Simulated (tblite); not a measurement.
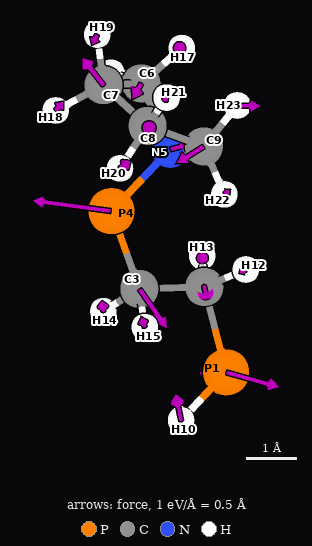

Starting geometry of C6H14NP2 (charge −1) with the computed forces as purple arrows. A ball-and-stick model, seen from a free direction.

Theory: tblite, GFN2-xTB geometry optimisation, gas phase. 

Is this structure relaxed? If not, where do the atoms go?

It isn't relaxed: the largest force vector, on a P atom, is 3.35 eV/Å. The final displacements have little in common with the starting forces (cosine between the two patterns 0.14). An H atom moves most after the best rigid fit: 2.35 Å. Largest moves by element: H 2.35 Å, P 1.17 Å, C 0.97 Å, N 0.80 Å. Among the contacts that change: C–P 1.795 → 1.865 Å, H–P 1.455 → 1.394 Å, C–H 1.136 → 1.097 Å, N–P 1.731 → 1.765 Å. Among the angles between lasting bonds that change: C–P–N 115.0° → 94.7°, H–P–H 110.5° → 91.4°, C–P–H 110.5° → 94.8°. Groups turn about C–P by about 55°, C–N by about 30°, C–N by about 25°. The energy falls by 204.7 kJ/mol in 165 geometry steps.
